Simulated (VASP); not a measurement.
Band structure of CoO (relaxed from the NiAs type structure, space group P6_3/mmc). These are PBEsol GGA, VASP's PBE PAW potentials (set 64) (plane waves; VASP) values and carry that method's errors.

The moments were started parallel, and other spin orders were not tried in this run.

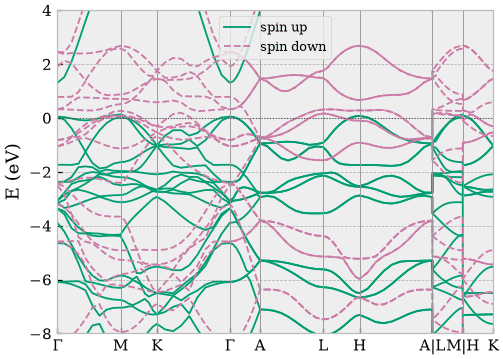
Bands along high-symmetry lines, zero at the valence-band maximum or, without a gap, the Fermi level

Question: Read the plot: is there a gap, and where are the band edges?

Answer: It has no gap at this level: it comes out as a metal or semimetal. (Edges off the drawn lines would not show.)

The structure was generated: CoO was put into the NiAs type type (P6_3/mmc), which need not be its known phase. It was relaxed first.
